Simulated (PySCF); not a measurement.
**C₄H₆F₃NO: NMR shifts at several levels of theory, part 1 of 2**

How much do the NMR shifts of C₄H₆F₃NO (`CN(C)C(=O)C(F)(F)F`) depend on the level of theory, and what does each level cost?

The runs use PySCF 2.14.0, with density-fitted response routines of our own; the level of theory stands in each step. All values are computed, except where a source is named. Atoms count from 0, in the outputs and in this text.

### Step 1. The molecule as given

15 atoms, charge 0, multiplicity 1; geometry from: GFN2-xTB.

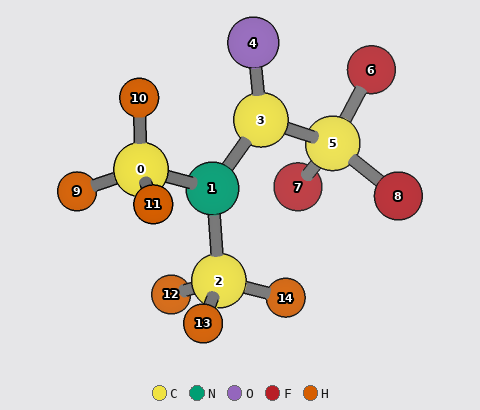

As it starts; carbon yellow, nitrogen teal, oxygen purple, fluorine red, hydrogen orange, atoms numbered.

### Step 2. Optimising the geometry at PBE0-D3(BJ)/def2-SVP

Job settings and geometry (Å):

```
{"job": {"xc": "PBE0", "basis": "def2-SVP", "d3": "d3bj", "grid": 1, "kind": "geom"}, "charge": 0, "multiplicity": 1}
C     -2.625730     0.879040     0.372500
N     -1.443110     0.072460     0.152210
C     -1.692960    -1.303970    -0.211020
C     -0.249130     0.674260     0.205260
O     -0.060720     1.836600     0.485070
C      0.979050    -0.221250    -0.124820
F      2.091990     0.500640    -0.152710
F      0.872800    -0.826370    -1.322970
F      1.166300    -1.199910     0.781750
H     -3.269400     0.840750    -0.507110
H     -2.315600     1.905560     0.553680
H     -3.175940     0.507560     1.237870
H     -1.904900    -1.387640    -1.280310
H     -2.562140    -1.653150     0.345970
H     -0.855780    -1.951280     0.032060
```

The program printed:

```text
step   0  E = -584.52002702  max force = 0.016713
step   1  E = -584.52116962  max force = 0.004850
step   2  E = -584.52083614  max force = 0.008236
step   3  E = -584.52131418  max force = 0.002802
step   4  E = -584.52135729  max force = 0.001599
step   5  E = -584.52141660  max force = 0.001354
step   6  E = -584.52144256  max force = 0.000318
step   7  E = -584.52147450  max force = 0.000723
step   8  E = -584.52154979  max force = 0.001244
step   9  E = -584.52159734  max force = 0.001053
step  10  E = -584.52161879  max force = 0.001008
step  11  E = -584.52162933  max force = 0.000782
step  12  E = -584.52164076  max force = 0.000704
step  13  E = -584.52165550  max force = 0.000526
step  14  E = -584.52166965  max force = 0.000347
optimisation converged
```

It took 60 s on 8 threads of AMD EPYC 9R14 (Zen 4), shared host.

The steps of the relaxation: (the energy doesn't fall at every step)

| step | energy from step 0 (eV) | largest force component (eV/Å) |
| --- | --- | --- |
| 0 | 0.0000 | 0.8594 |
| 1 | -0.0311 | 0.2494 |
| 2 | -0.0220 | 0.4235 |
| 3 | -0.0350 | 0.1441 |
| 4 | -0.0362 | 0.0822 |
| 5 | -0.0378 | 0.0696 |
| 6 | -0.0385 | 0.0164 |
| 7 | -0.0394 | 0.0372 |
| 8 | -0.0414 | 0.0640 |
| 9 | -0.0427 | 0.0541 |
| 10 | -0.0433 | 0.0518 |
| 11 | -0.0436 | 0.0402 |
| 12 | -0.0439 | 0.0362 |
| 13 | -0.0443 | 0.0270 |
| 14 | -0.0447 | 0.0178 |

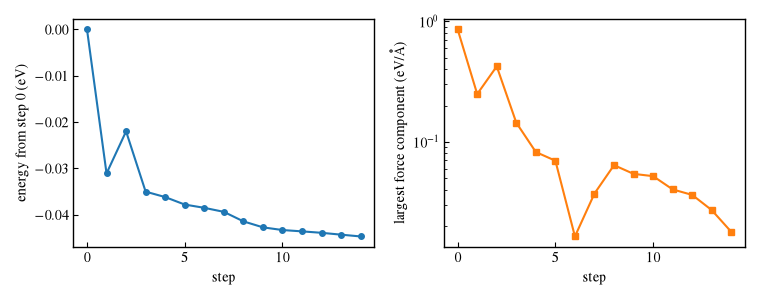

Energy and force, step by step.

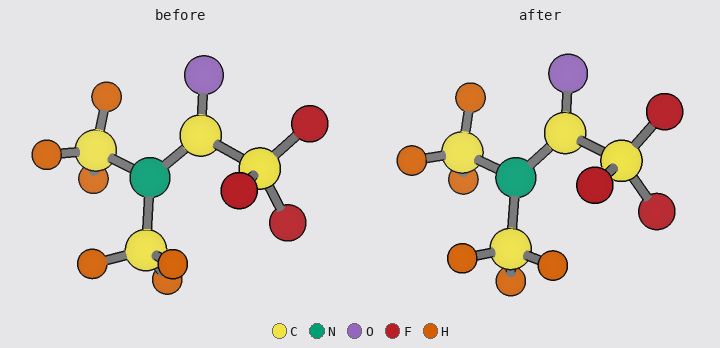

Before and after, at one scale.

Close pairs (by a distance rule), those that changed most:

| bond | before (Å) | after (Å) | change (Å) |
| --- | --- | --- | --- |
| N1–C3 | 1.338 | 1.356 | +0.018 |
| C2–H13 | 1.090 | 1.103 | +0.013 |
| C0–H9 | 1.091 | 1.103 | +0.012 |
| C0–H11 | 1.091 | 1.102 | +0.012 |
| C5–F6 | 1.327 | 1.316 | -0.011 |
| C2–H12 | 1.093 | 1.103 | +0.009 |
| C0–H10 | 1.088 | 1.096 | +0.008 |
| C5–F8 | 1.347 | 1.339 | -0.008 |

The end geometry stands in the next job.

```
                         at the end point                value
rotational constants (GHz, main isotopes)  2.581, 1.347, 1.063
                        dipole moment (D)                 4.05
```

### Step 3. NMR shieldings: PBE0/pcSseg-2

Job settings and geometry (Å):

```
{"job": {"kind": "nmr", "xc": "PBE0", "basis": "pcSseg-2", "pop": false}, "charge": 0, "multiplicity": 1}
C     -2.651068     0.853103     0.239006
N     -1.453741     0.062556     0.068440
C     -1.669608    -1.339752    -0.202833
C     -0.259107     0.694789     0.177636
O     -0.117014     1.877129     0.396332
C      1.010848    -0.173717     0.007790
F      2.087441     0.565707     0.165195
F      1.060982    -0.728836    -1.211072
F      1.052553    -1.164029     0.908630
H     -3.250377     0.854629    -0.686677
H     -2.361717     1.881288     0.483604
H     -3.269223     0.440709     1.053186
H     -2.272659    -1.457323    -1.118450
H     -2.218882    -1.808320     0.630618
H     -0.733700    -1.884633    -0.343976
```

Level: GIAO PBE0/pcSseg-2 NMR shielding, non-relativistic, gas phase.

The program printed:

```text
coarse grid: 13472 points
cycle   1  E = -584.9222040299  dE =  1.582e+00  |g| = 1.231e+00  |ddm| = 2.680e+00
cycle   2  E = -583.9906089283  dE =  9.316e-01  |g| = 2.564e+00  |ddm| = 2.077e+00
cycle   3  E = -585.1627332553  dE = -1.172e+00  |g| = 3.666e-01  |ddm| = 1.661e+00
cycle   4  E = -585.1840053845  dE = -2.127e-02  |g| = 1.525e-01  |ddm| = 2.573e-01
cycle   5  E = -585.1878084602  dE = -3.803e-03  |g| = 3.633e-02  |ddm| = 8.404e-02
cycle   6  E = -585.1880596796  dE = -2.512e-04  |g| = 1.142e-02  |ddm| = 2.710e-02
cycle   7  E = -585.1880835731  dE = -2.389e-05  |g| = 2.922e-03  |ddm| = 6.005e-03
cycle   8  E = -585.1880851067  dE = -1.534e-06  |g| = 8.305e-04  |ddm| = 2.171e-03
final grid: 134080 points
cycle   9  E = -585.1849487017  dE = -1.351e-04  |g| = 1.081e-02  |ddm| = 6.180e-02
cycle  10  E = -585.1848842590  dE =  6.444e-05  |g| = 2.125e-02  |ddm| = 1.676e-02
cycle  11  E = -585.1849709926  dE = -8.673e-05  |g| = 2.507e-03  |ddm| = 1.191e-02
cycle  12  E = -585.1849722174  dE = -1.225e-06  |g| = 3.971e-04  |ddm| = 1.538e-03
cycle  13  E = -585.1849722371  dE = -1.975e-08  |g| = 1.948e-04  |ddm| = 2.459e-04
cycle  14  E = -585.1849722423  dE = -5.184e-09  |g| = 3.587e-05  |ddm| = 9.577e-05
cycle  15  E = -585.1849722425  dE = -2.424e-10  |g| = 1.189e-05  |ddm| = 2.825e-05
converged SCF energy = -585.1849722425

GIAO shielding tensors (ppm)
atom      isotropic    diamagn.    paramagn.     s11        s22        s33       span
  0 C      149.194     238.060     -88.866    122.476    141.261    183.847     61.371
  1 N      142.560     326.197    -183.637     34.806    180.862    212.013    177.207
  2 C      146.753     239.976     -93.223    127.464    131.451    181.344     53.881
  3 C       19.184     259.429    -240.246    -73.145     55.116     75.579    148.724
  4 O      -75.945     396.633    -472.577   -370.018   -201.156    343.340    713.358
  5 C       58.342     241.804    -183.462     43.351     51.929     79.747     36.396
  6 F      260.083     467.647    -207.564    189.921    265.383    324.946    135.025
  7 F      252.732     472.218    -219.486    170.639    253.432    334.125    163.486
  8 F      253.102     472.064    -218.962    171.425    254.652    333.229    161.805
  9 H       29.052      27.286       1.765     24.630     26.933     35.592     10.962
 10 H       26.526      28.166      -1.640     21.347     27.197     31.033      9.686
 11 H       29.097      27.130       1.967     24.709     27.064     35.518     10.809
 12 H       28.624      28.763      -0.139     24.997     26.108     34.766      9.769
 13 H       28.613      28.763      -0.150     25.073     26.011     34.755      9.682
 14 H       27.417      31.104      -3.687     22.363     28.937     30.950      8.586
```

Wall time 42 s (8 threads of AMD EPYC 9R14 (Zen 4), shared host).

Shifts follow as δ = σ(reference) − σ, with reference shieldings (ppm) from runs at the same level and on the same kind of geometry: 1H TMS 31.25, 13C TMS 184.1, 19F CFCl3 175.8, 15N NH3 261.7, 17O H2O 328.2. The references are single molecules in the gas phase, so shifts against H2O, NH3, PH3, H3PO4 or CFCl3 are not on the usual liquid scales and can be off by tens of ppm. Atoms listed in one row are averaged.

```csv
atoms,environment,σ (ppm),δ (ppm)
C3,amide carbonyl carbon,19.2,164.9
C5,CF3 carbon,58.3,125.8
C2,methyl carbon bonded to N,146.8,37.4
C0,methyl carbon bonded to N,149.2,34.9
"H12, H13, H14",hydrogen on a methyl carbon bonded to N,28.22,3.03
"H9, H10, H11",hydrogen on a methyl carbon bonded to N,28.22,3.02
N1,amide-type nitrogen,142.6,119.1
O4,amide-type carbonyl oxygen,-75.9,404.1
"F6, F7, F8",fluorine of a CF3 group,255.3,-79.5
```

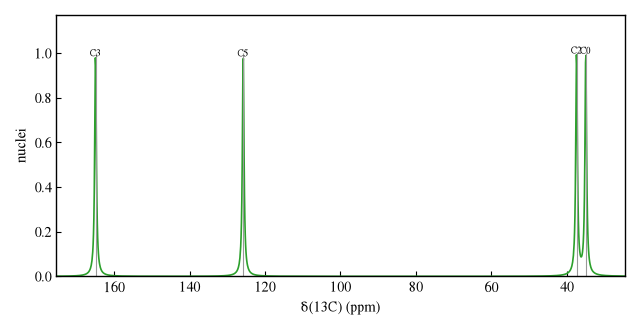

13C lines at the computed shifts, without couplings. Lines are broadened to a width of 0.52 ppm (Lorentzian).

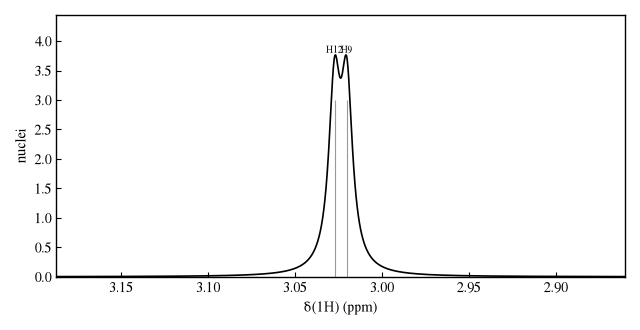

1H lines at the computed shifts, without couplings. Lines are broadened to a width of 0.01 ppm (Lorentzian).

### Step 4. Nuclear shieldings: PBE/pcSseg-2

Same as in step 3 but for these lines:

```diff
@@ -1,2 +1,2 @@
-{"job": {"kind": "nmr", "xc": "PBE0", "basis": "pcSseg-2", "pop": false}, "charge": 0, "multiplicity": 1}
+{"job": {"kind": "nmr", "xc": "PBE", "basis": "pcSseg-2", "pop": false}, "charge": 0, "multiplicity": 1}
 C     -2.651068     0.853103     0.239006
```

Method: GIAO PBE/pcSseg-2 NMR shielding, non-relativistic, gas phase.

The program printed:

```text
coarse grid: 13472 points
cycle   1  E = -584.8937399928  dE =  1.416e+00  |g| = 1.294e+00  |ddm| = 2.690e+00
cycle   2  E = -582.7844232242  dE =  2.109e+00  |g| = 3.463e+00  |ddm| = 3.444e+00
cycle   3  E = -585.1018749929  dE = -2.317e+00  |g| = 6.351e-01  |ddm| = 3.156e+00
cycle   4  E = -585.1654734775  dE = -6.360e-02  |g| = 3.146e-01  |ddm| = 5.431e-01
cycle   5  E = -585.1811284763  dE = -1.565e-02  |g| = 1.250e-01  |ddm| = 2.204e-01
cycle   6  E = -585.1842905056  dE = -3.162e-03  |g| = 3.126e-02  |ddm| = 9.529e-02
cycle   7  E = -585.1844690119  dE = -1.785e-04  |g| = 1.123e-02  |ddm| = 1.877e-02
cycle   8  E = -585.1844922838  dE = -2.327e-05  |g| = 2.708e-03  |ddm| = 8.100e-03
cycle   9  E = -585.1844936261  dE = -1.342e-06  |g| = 1.015e-03  |ddm| = 1.897e-03
final grid: 134080 points
cycle  10  E = -585.1816633188  dE = -2.095e-04  |g| = 1.690e-02  |ddm| = 8.731e-02
cycle  11  E = -585.1812755364  dE =  3.878e-04  |g| = 4.724e-02  |ddm| = 3.459e-02
cycle  12  E = -585.1817072718  dE = -4.317e-04  |g| = 7.934e-03  |ddm| = 2.897e-02
cycle  13  E = -585.1817202593  dE = -1.299e-05  |g| = 1.100e-03  |ddm| = 4.851e-03
cycle  14  E = -585.1817204043  dE = -1.450e-07  |g| = 4.690e-04  |ddm| = 7.448e-04
cycle  15  E = -585.1817204446  dE = -4.027e-08  |g| = 1.133e-04  |ddm| = 3.147e-04
cycle  16  E = -585.1817204473  dE = -2.708e-09  |g| = 4.995e-05  |ddm| = 1.127e-04
cycle  17  E = -585.1817204477  dE = -4.318e-10  |g| = 1.237e-05  |ddm| = 3.638e-05
converged SCF energy = -585.1817204477

GIAO shielding tensors (ppm)
atom      isotropic    diamagn.    paramagn.     s11        s22        s33       span
  0 C      143.862     238.702     -94.840    115.438    136.249    179.899     64.461
  1 N      131.957     323.895    -191.938     28.244    170.567    197.060    168.817
  2 C      141.106     240.231     -99.125    120.640    125.339    177.341     56.701
  3 C       18.415     260.134    -241.719    -68.731     55.265     68.710    137.440
  4 O      -72.847     397.026    -469.873   -359.429   -188.048    328.937    688.366
  5 C       48.569     241.544    -192.975     30.609     42.265     72.834     42.225
  6 F      242.211     468.233    -226.022    175.498    245.762    305.373    129.876
  7 F      234.524     472.942    -238.418    153.969    234.532    315.071    161.102
  8 F      234.957     472.760    -237.803    154.831    235.912    314.127    159.296
  9 H       28.987      27.539       1.448     24.696     26.986     35.281     10.586
 10 H       26.355      28.437      -2.082     21.370     27.149     30.548      9.178
 11 H       29.031      27.419       1.613     24.795     27.106     35.193     10.398
 12 H       28.501      28.952      -0.450     25.066     26.026     34.412      9.345
 13 H       28.493      28.957      -0.464     25.136     25.938     34.404      9.268
 14 H       27.226      31.052      -3.826     22.378     28.785     30.515      8.137
```

Run time: 29 s. Hardware: 8 threads of AMD EPYC 9R14 (Zen 4), shared host.

Key values: δ C3 161.0, C5 130.8, C2 38.3, C0 35.5, H12 3.10, H9 3.05 ppm (means over like atoms).

(Continued in part 2 of 2.)
